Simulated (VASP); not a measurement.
Band structure of SnS2 (1T layered). Level of theory: PBE GGA, VASP's PBE PAW potentials (set 64) (plane waves; VASP).

Without a dispersion term in the relaxation, distances and binding between the weakly bound layers, chains or molecules are unreliable, and so is what depends on them. Unless said otherwise, spin-orbit coupling is left out, though it shifts the bands of the heavy elements here.

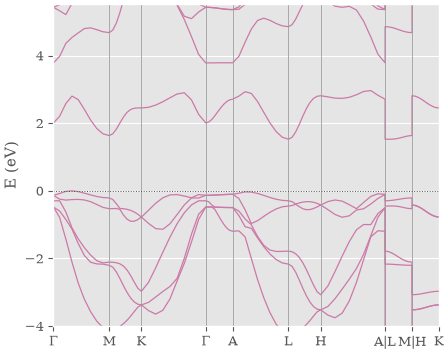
Figure: Bands along high-symmetry lines, zero at the valence-band maximum or, without a gap, the Fermi level

Question: Read the plot: is there a gap, and where are the band edges?

Answer: The gap is indirect, 1.53 eV, from the valence maximum at Γ-M at 0.33 to the conduction minimum at L-M at 0.11. (Edges off the drawn lines would not show.)

Measured: gap 2.18 eV (computed value off by -0.65 eV), as given by Joseph M. Gonzalez et al., Physical Review B (2016), arXiv:1609.04381.

The compound is SnS2 in the 1T layered structure. It was relaxed first, which changed the volume by +16 %.
